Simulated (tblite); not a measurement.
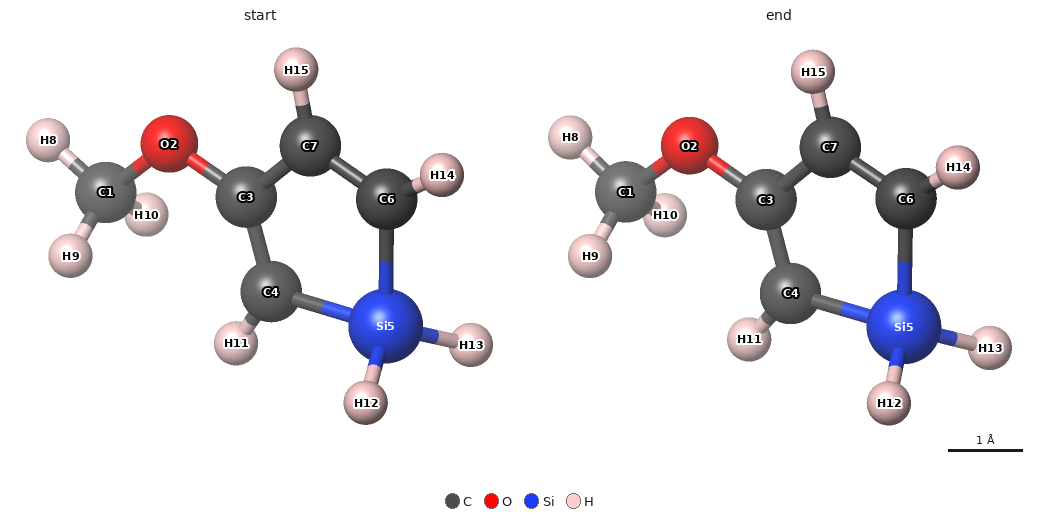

The structure of C5H8OSi before (left) and after (right) a relaxation, at one scale.

The picture is a ball-and-stick view, seen from a free direction.

These are results of GFN2-xTB geometry optimisation, gas phase (tblite 0.8.0), not measurements. 

Q: What changed between the two?

A: After 27 geometry steps the energy has fallen by 2.67 kcal/mol. The atom that moves furthest after the best rigid fit is H14 (0.11 Å). Largest moves by element: H 0.11 Å, C 0.04 Å, O 0.03 Å, Si 0.02 Å. Some distances before and after: C1–O2 1.431 → 1.405 Å, Si5–H12 1.488 → 1.464 Å, Si5–C6 1.868 → 1.888 Å, C6–C7 1.352 → 1.334 Å. Among the angles between lasting bonds that change: Si5–C4–H11 120.8° → 127.6°, Si5–C6–H14 122.5° → 128.6°, C3–C4–H11 128.4° → 123.2°.
